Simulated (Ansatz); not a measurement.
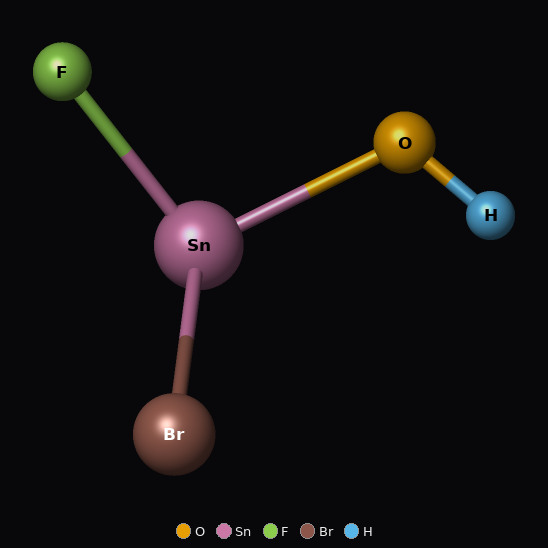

The picture shows a molecular structure as a ball-and-stick model. Every bond is drawn as one stick, whatever its order.

The species is neutral and a spin doublet.

Description:

Formula BrFHOSn. Its SMILES string is `[OH][Sn]([F])[Br]`. This geometry has C1 symmetry. It is an open-shell species. Coordination: 1 O bent; 1 Sn trigonal pyramidal.

The parts below concern this one geometry. Atoms keep their numbers from picture to picture. The geometry was computed by an optimisation with PBE0-D4/def2-TZVP.

### Geometry

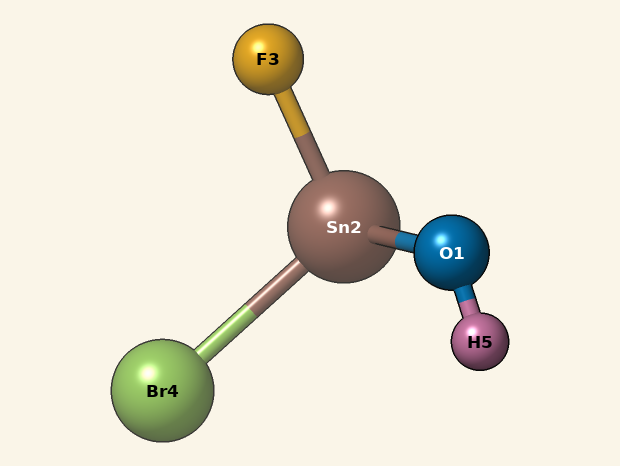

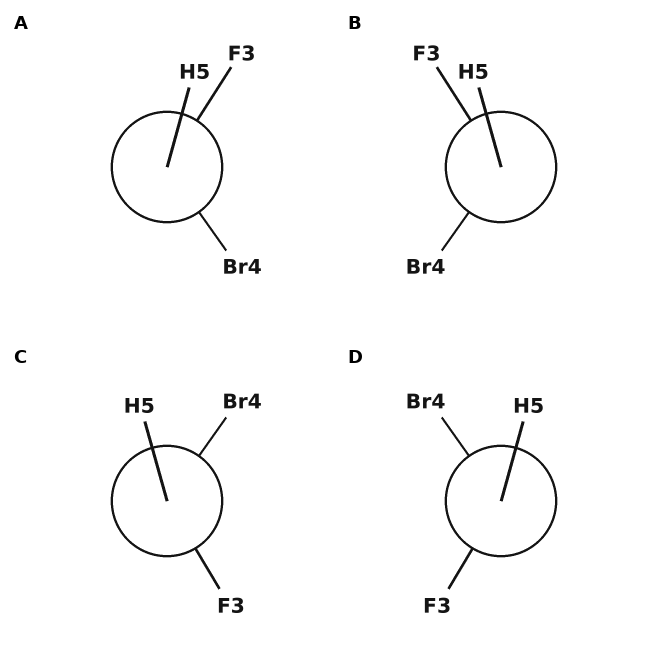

Depth is shown by fading: the farther an atom, the more it takes the colour of the background. Bonds that would overlap in a projection are set slightly apart.

Question: Which Newman projection shows the view along O1–Sn2, with O1 in front?

Answer: C. The torsion angle H5–O1–Sn2–Br4 is 51°, synclinal (gauche).

### Levels of theory compared

Program: Ansatz 0.2.0.

Tabulate HOMO energy (eV), dipole (D) at these levels: B3LYP-D4/def2-TZVPP; PBE-D4/def2-TZVPP; r2SCAN-D4/def2-TZVPP; ωB97M-V/def2-TZVPP.

| level | HOMO energy (eV) | dipole (D) |
| --- | --- | --- |
| B3LYP-D4/def2-TZVPP | −7.35 | 3.29 |
| PBE-D4/def2-TZVPP | −6.37 | 3.05 |
| r2SCAN-D4/def2-TZVPP | −6.79 | 3.18 |
| ωB97M-V/def2-TZVPP | −9.63 | 3.32 |

### Vibrations

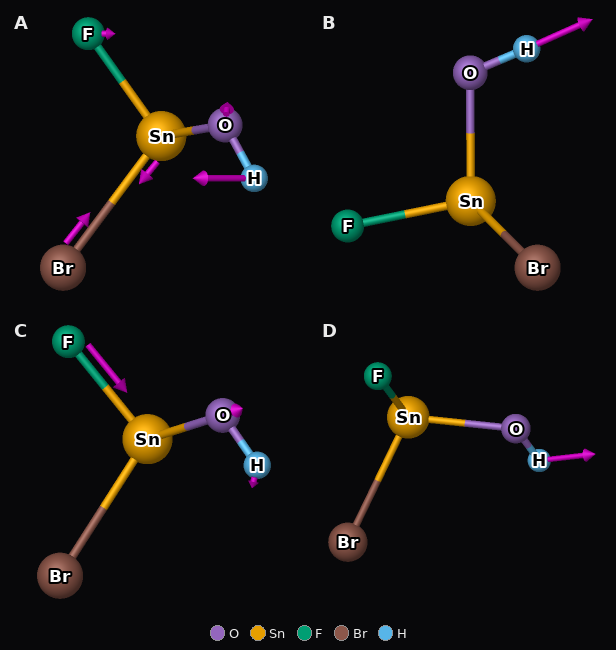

4 normal modes of one molecule or complex, as arrows. Harmonic vibrations computed with UKS PBE0-D4/def2-TZVP, core potentials on Sn (Ansatz 0.2.0) at a stationary point of the same level.

Question: Match the panels to the wavenumbers 244 cm⁻¹, 615 cm⁻¹, 823 cm⁻¹, 3860 cm⁻¹.

Answer: A: 244 cm⁻¹, Sn–Br stretching
B: 3860 cm⁻¹, O–H stretching
C: 615 cm⁻¹, Sn–F stretching
D: 823 cm⁻¹, H–O–Sn bending

### Charges

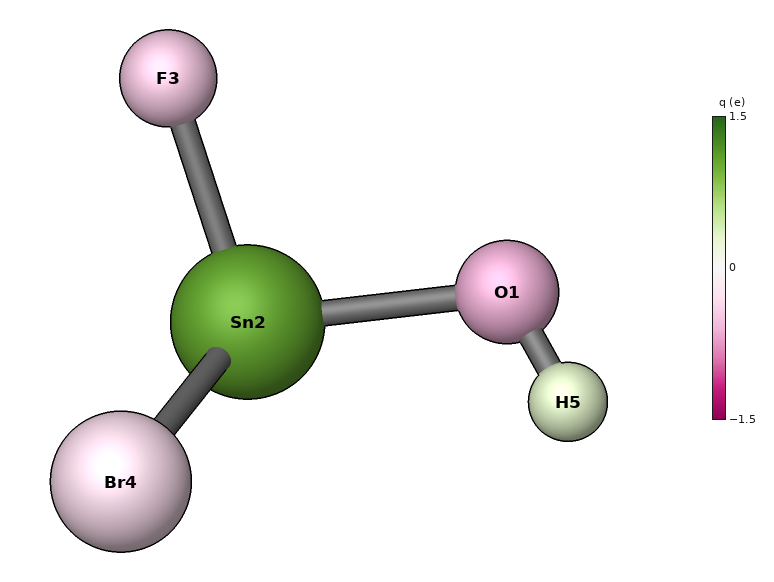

Atoms are coloured by their Mulliken charges. Level of theory: UKS PBE0-D4/def2-TZVP, core potentials on Sn (Ansatz 0.2.0).

List the Mulliken charges.

```csv
atom,value (e)
O1,−0.62
Sn2,1.05
F3,−0.46
Br4,−0.30
H5,0.32
```

Mulliken values depend strongly on the basis set and can even reverse the polarity of a bond.
